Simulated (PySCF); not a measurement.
# C3H10NOSi2 (doublet): what the fields show

```xyz
17

C    -2.8510    0.3532    0.0133
C    -1.4120    0.1628    0.2950
C    -0.7824   -0.9686    1.0475
Si    0.5080   -0.8740   -0.3673
N     2.1216   -0.3777   -0.0547
Si    2.6558    1.1231    0.6443
O    -0.4995    0.3952   -0.7504
H    -2.9947    1.2614   -0.5682
H    -3.4070    0.4282    0.9466
H    -3.2696   -0.4838   -0.5635
H    -0.4340   -0.6876    2.0410
H    -1.4164   -1.8494    1.1487
H     0.4848   -1.9339   -1.3677
H     2.8312   -1.0336   -0.3269
H     1.9279    1.3555    1.8927
H     4.0829    0.9110    0.8985
H     2.4474    2.2303   -0.2894
```

Geometry: GFN2-xTB.

Level of theory: PySCF 2.14.0, density-fitted response routines, UKS B3LYP, pcH-1 on C H N O Si, non-relativistic, mean-field spin-orbit, GIAO.

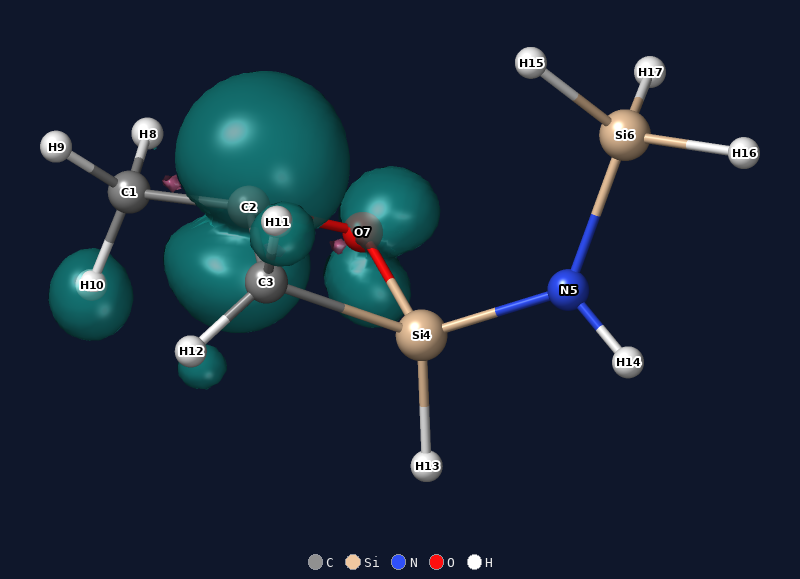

Figure 1. Isosurfaces of the spin density (α minus β) at +0.03 (teal) and −0.03 e/Å³ (pink), seen at a tilt.

Q: Where is the unpaired spin?

A: The unpaired spin (1 electron) lies mostly on C2 (about 0.6) and O7 (about 0.2), in electrons by Hirshfeld's partition.

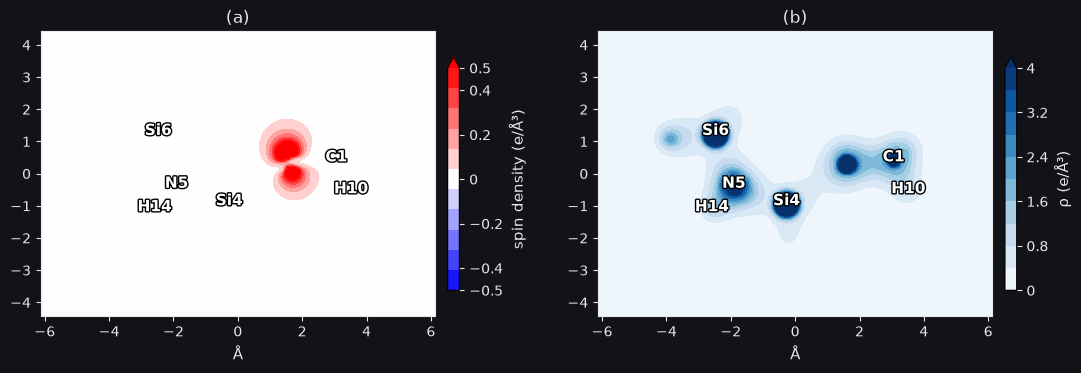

Figure 2. (a) spin density; (b) electron density on the plane of atoms Si4, N5 and Si6.

Q: Read the bonding off the picture.

A: The section cuts through C, Si, N and H sites. Si–N (1.72 Å): the density is about 1 e/Å³ at the midpoint. N–H (1.00 Å): ρ is about 2.5 e/Å³ halfway. C–H (1.10 Å): ρ is about 1.7 e/Å³ halfway.

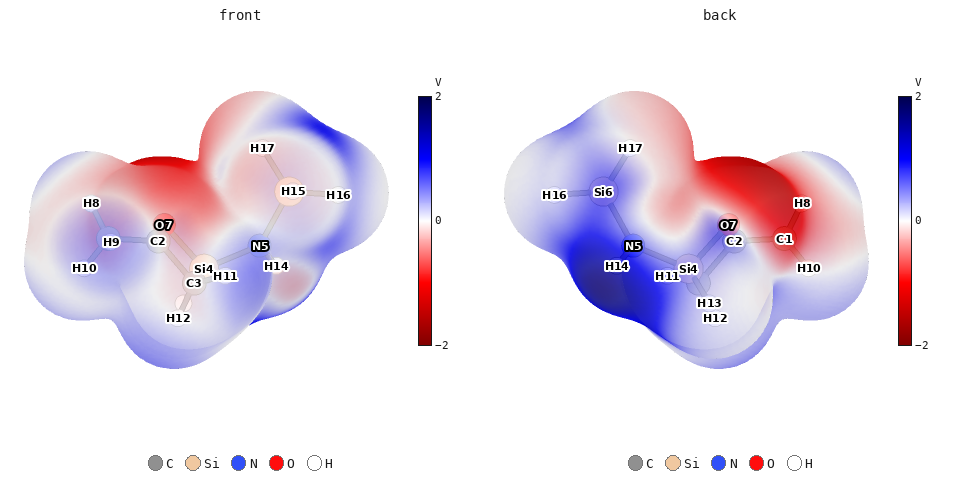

Figure 3. The molecular electrostatic potential painted on the density surface at 0.001 e/bohr³, seen from the front and from behind; the colour scale runs from red (negative) to blue (positive).

Q: Which sites attract a positive test charge, and which a negative one?

A: A positive charge is drawn to the negative regions and a negative charge to the positive ones. The most negative region (about −1.5 V, or −35 kcal/mol for a unit charge) lies over O7, the most positive (about +1.6 V, or +37 kcal/mol for a unit charge) over H14. O7 is the likeliest acceptor of a hydrogen bond.
